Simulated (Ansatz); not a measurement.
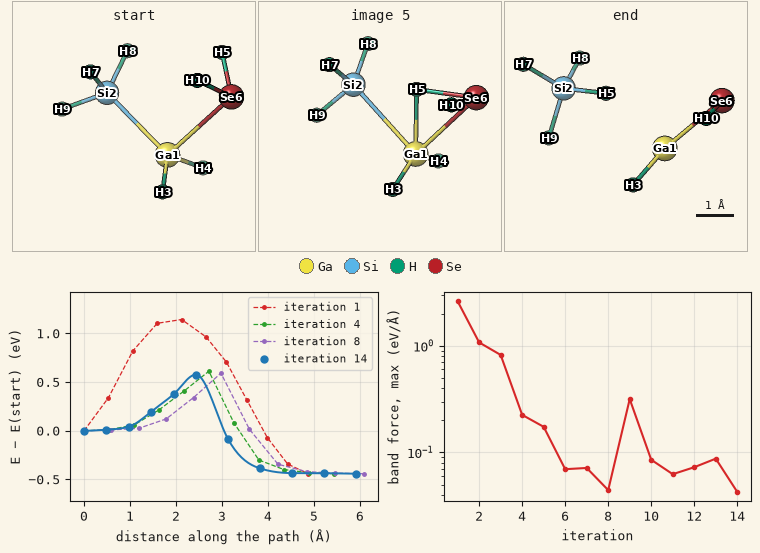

A nudged-elastic-band calculation for GaSiH₇Se. Images are numbered from 0 (start) to 10 (end). The plot follows the band through its iterations. Style: ball-and-stick. Shown at a tilt.

Theory: RKS PBE-D4/def2-SVP (Ansatz 0.2.0). Set-up: 9 movable images; climbing image; force threshold 0.05 eV/Å; iteration limit 60; spring constant 50.0 eV/Å²; starting path through a guess of the saddle point.

> Judge this run.

The run is converged, with reservations. The band converged in 14 iterations. The largest component of the band force went from 2.6 to 0.043 eV/Å. The climbing image converged on the top of the path. Its curvatures weren't checked. The spring constant is far from the usual few eV/Å², which spoils the spacing or the steps. The first iteration put the highest image at 1.14 eV. The highest point, image 5, lies 0.58 eV above the start and 1.02 eV above the end; the end is at −0.44 eV relative to the start.
